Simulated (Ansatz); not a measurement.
## Electronic structure of C₃H₈ClPSi₂ in real space

```yaml
atoms:
  - { symbol: C, position_ang: [-1.4424, -2.5126, 0.3627] }
  - { symbol: C, position_ang: [-0.7589, -1.4268, -0.3111] }
  - { symbol: C, position_ang: [-0.1891, -0.5117, -0.8820] }
  - { symbol: Cl, position_ang: [-0.6599, 2.3690, -2.1412] }
  - { symbol: P, position_ang: [2.2398, 1.8059, -0.3398] }
  - { symbol: Si, position_ang: [0.6928, 0.8606, -1.6793] }
  - { symbol: Si, position_ang: [0.7617, 2.5581, 1.2103] }
  - { symbol: H, position_ang: [-1.5031, -2.3278, 1.4464] }
  - { symbol: H, position_ang: [-2.4679, -2.6266, -0.0216] }
  - { symbol: H, position_ang: [-0.9136, -3.4659, 0.2077] }
  - { symbol: H, position_ang: [1.3025, 0.4005, -2.9548] }
  - { symbol: H, position_ang: [2.5178, 0.5812, 0.3451] }
  - { symbol: H, position_ang: [0.3377, 3.9298, 0.8119] }
  - { symbol: H, position_ang: [-0.4371, 1.6828, 1.3738] }
  - { symbol: H, position_ang: [1.5010, 2.6272, 2.5067] }
```

Geometry: PBE0-D3(BJ)/def2-SVP.

Computed with isolated molecule in a Gaussian basis; Kohn-Sham density functional theory, functional PBE0 (Ansatz).

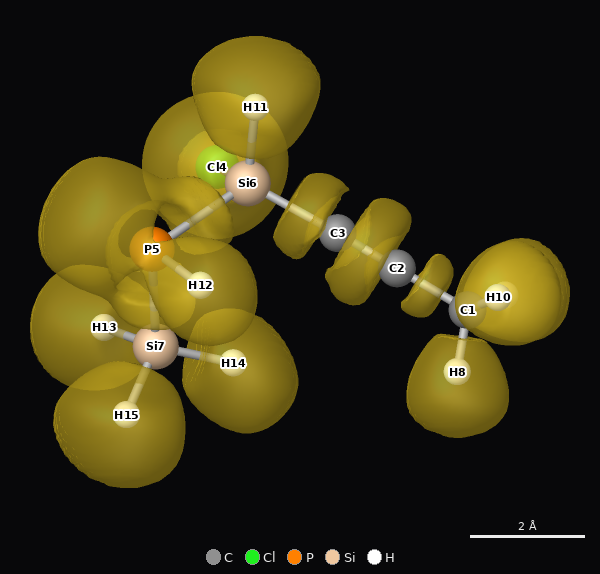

Figure 1. Isosurface of the electron localisation function at 0.75 (yellow), seen across its widest extent. Core shells and regions of very low density are left out.

Question: Identify the bonds, lone pairs and shells in this picture.

Answer: The surface consists of two regions between bonded C–C atoms (shared pairs), one region between bonded C–Si atoms (shared pairs), seven regions around hydrogen nuclei, one region on Cl in which the atom's valence shell and bonds are merged and one joined region spread over several atoms (H, P), in which their bonds and any lone pairs are merged.


C–C (1.22 Å): the ELF peaks at about 0.85 between the atoms; a short, multiple covalent bond. C–Si (1.82 Å): the ELF peaks at about 0.95 between the atoms (localised, covalent bonding).

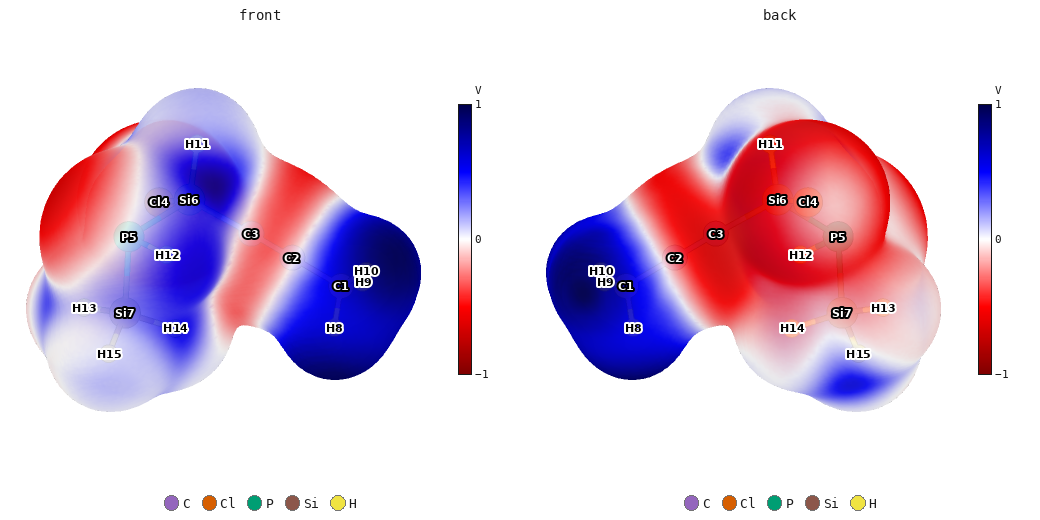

Figure 2. The molecular electrostatic potential painted on the density surface at 0.001 e/bohr³, seen from the front and from behind; the colour scale runs from red (negative) to blue (positive).

Question: Which sites attract a positive test charge, and which a negative one?

Answer: A positive charge is drawn to the negative regions and a negative charge to the positive ones. The most negative region (about −0.7 V) lies over C3, Cl4 and P5, the most positive (about +1.0 V) over H8, H9 and H10.

Question: What dipole moment does the calculation give?

Answer: Its dipole moment is 3.38 D.

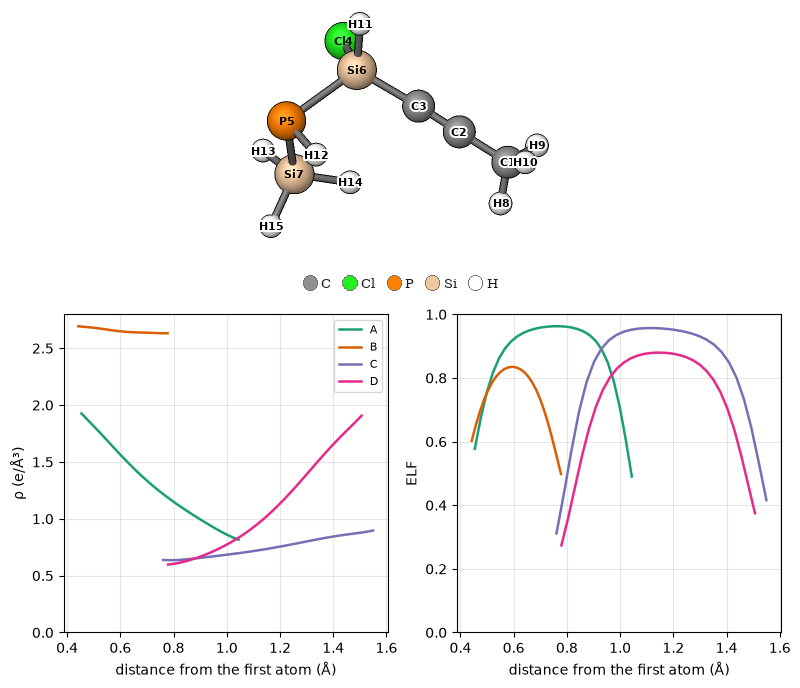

Figure 3. Total electron density and ELF along straight lines between neighbouring atoms. The curves leave out the atomic cores. The structure is drawn too.

Question: Which curve belongs to which contact (C–C, C–Si, Si–Cl and Si–P)? The first atom named is at distance zero.

Answer: Curve A: C–Si (1.82 Å): ρ at the midpoint is about 0.98 e/Å³; the ELF peaks at about 0.95 between the atoms; a shared electron pair. Curve B: C–C (1.22 Å): the density is about 2.6 e/Å³ at the midpoint; the ELF peaks at about 0.85 between the atoms (a multiple bond). Curve C: Si–P (2.25 Å): the density is about 0.73 e/Å³ at the midpoint, with its minimum of 0.64 e/Å³ about 0.8 Å from Si; the ELF peaks at about 0.95 between the atoms, as expected for localised, covalent bonding. Curve D: Si–Cl (2.08 Å): ρ at the midpoint is about 0.83 e/Å³; the ELF peaks at about 0.90 between the atoms (a polar covalent bond).

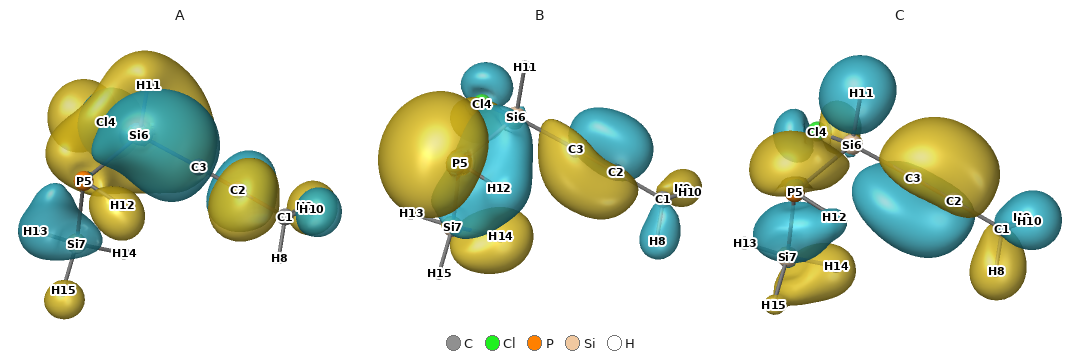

Figure 4. Three frontier orbitals at ±0.06 Å⁻³ᐟ² (yellow and cyan are the two phases), in no order.

Question: Which picture is the HOMO−1, the HOMO and the LUMO?

Answer: C is the HOMO−1 (−8.05 eV). Its weight (Hirshfeld) is mainly on C3 (about 30 %), C2 (about 30 %), P5 (about 10 %) and Si6 (about 5 %). B is the HOMO (−7.39 eV). Its weight (Hirshfeld) is mainly on P5 (about 55 %), C2 (about 10 %), C3 (about 10 %), Si6 (about 5 %) and Si7 (about 5 %). A is the LUMO (−0.84 eV). By Hirshfeld shares it lies mainly on Si6 (about 30 %), C2 (about 15 %), C3 (about 15 %), Cl4 (about 15 %) and P5 (about 10 %).

Question: What is the HOMO–LUMO gap?

Answer: 6.55 eV between the orbital energies.
